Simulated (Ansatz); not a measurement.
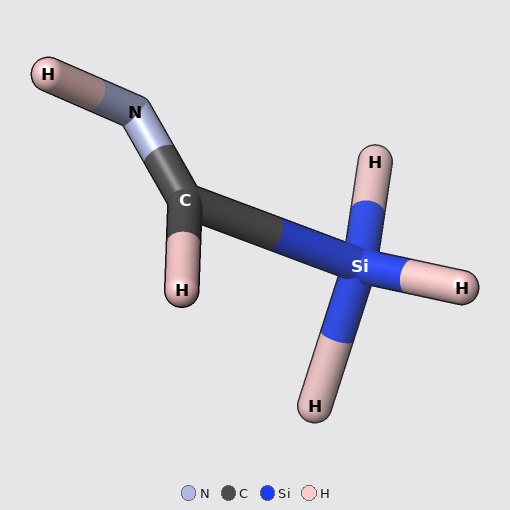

The structure as it stands in the input.

Input file:

```yaml
crystal:
  periodic: [false, false, false]
  atoms:
    - {symbol: N, position_ang: [-1.428394, -0.064881, -0.753362]}
    - {symbol: C, position_ang: [-0.503870, 0.505389, -0.625367]}
    - {symbol: Si, position_ang: [0.735141, -0.489400, 0.746988]}
    - {symbol: H, position_ang: [-1.952595, 0.536614, -1.703591]}
    - {symbol: H, position_ang: [0.177595, 1.593083, -0.905018]}
    - {symbol: H, position_ang: [0.731181, 0.442297, 1.901681]}
    - {symbol: H, position_ang: [1.895281, -0.531917, 0.375094]}
    - {symbol: H, position_ang: [0.055565, -1.786526, 1.052375]}
basis:
  gaussian: {orbitals: def2-SVP}
hamiltonian: {xc: pbe0, dispersion: d4}
relax: {f_tol: 0.05, max_steps: 80, max_displacement: 0.05}
```

It was started with:

```sh
ansatz run in.yaml --threads 2 --pin off --events-out ev --progress --plain --max-ram 3481MiB
```

Result (its end):

```
773 factors; integrals over basis functions are off by at most 6.0e-4 eV
mean field -10474.02196489 eV, -384.9132076626 hartree, gradient 2.0e-5 eV, S^2 0.000000; 1 other end points of the search recorded, 0 dependent functions left out
the calculation of the forces begins
reference -10474.02198917 eV, -384.9132085548 hartree; 16, 16 occupied and 55, 55 virtual orbitals, 773 factors
Total energy: -10474.12463038 eV, -384.9169805496 hartree
Atom 0 at    -1.459204    -0.034576    -0.960853 Å, force    -0.004296    -0.000303    -0.004351 eV/Å
Atom 1 at    -0.382192     0.490956    -0.531766 Å, force     0.004461     0.004369     0.001454 eV/Å
Atom 2 at     0.654267    -0.411351     0.775574 Å, force     0.000068     0.000385     0.000265 eV/Å
Atom 3 at    -1.908034     0.572303    -1.658984 Å, force     0.000162    -0.002309     0.000656 eV/Å
Atom 4 at    -0.014826     1.476825    -0.893139 Å, force    -0.000909    -0.000542     0.001341 eV/Å
Atom 5 at     0.736315     0.436147     2.005976 Å, force     0.000389     0.000561     0.000730 eV/Å
Atom 6 at     2.045901    -0.596995     0.258229 Å, force     0.000294    -0.001207    -0.001098 eV/Å
Atom 7 at     0.037676    -1.728649     1.093763 Å, force    -0.000169    -0.000953     0.001003 eV/Å
Dipole moment:     0.115185     0.324381    -0.122839 e Å
```

The run converged.
